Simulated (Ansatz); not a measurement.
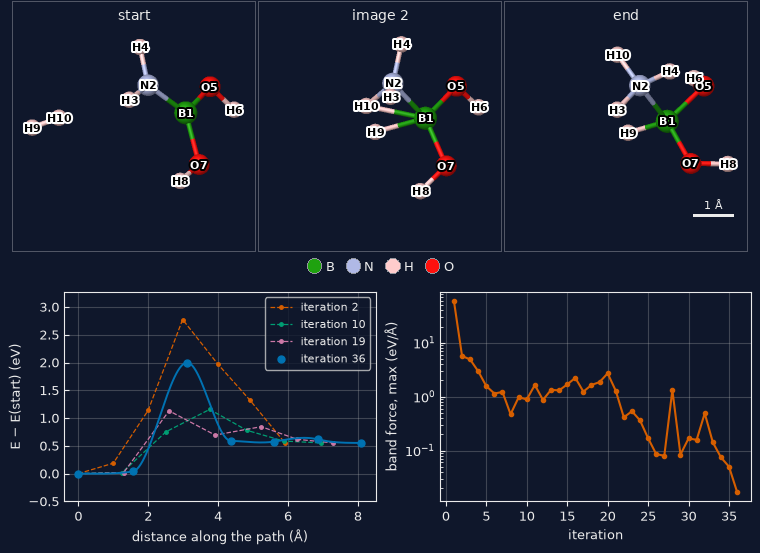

NEB run on BNH6O2, made up of BNH4O2 and H$_{2}$. Images are numbered from 0 (start) to 6 (end). The plot follows the band through its iterations. A ball-and-stick model, seen at a tilt.

Theory: Ansatz 0.2.0, RKS r2SCANh-D4/def2-SVP. Run with 5 movable images; climbing image; force threshold 0.05 eV/Å; iteration limit 60; starting path through a guess of the saddle point.

### Did the band converge, and can the barrier be trusted?

The run is converged, with reservations. The band converged in 36 iterations. The largest component of the band force went from 59 to 0.017 eV/Å. The climbing image converged on the top of the path. Its vibrational analysis gives one imaginary mode (1435i cm⁻¹), as a transition state must have. The first iteration put the highest image at 13.27 eV. The highest point, image 2, lies 2.00 eV above the start and 1.45 eV above the end; the end is at +0.55 eV relative to the start.

Limits of the set-up: the start holds two separate molecules, 2.7 Å apart at their closest, whose relative position is a soft coordinate.

The run took 6.1 min on 2 threads of Arm Neoverse V2 (shared host), peak memory 0.18 GiB.
